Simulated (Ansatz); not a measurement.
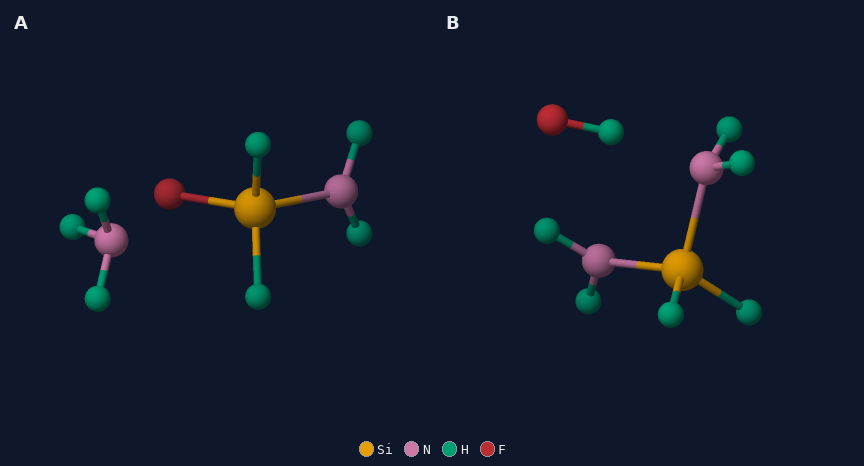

2 stationary structures of one formula. Geometries: PBE0-D4/def2-TZVP. Electronic energies: CAM-B3LYP-D4/def2-TZVPP (Ansatz 0.2.0), without zero-point energy. Each is one conformer, not always the lowest.

> Which is lowest in energy, and by how much?

A is lowest (a minimum); B lies 0.602 eV above it (a minimum).
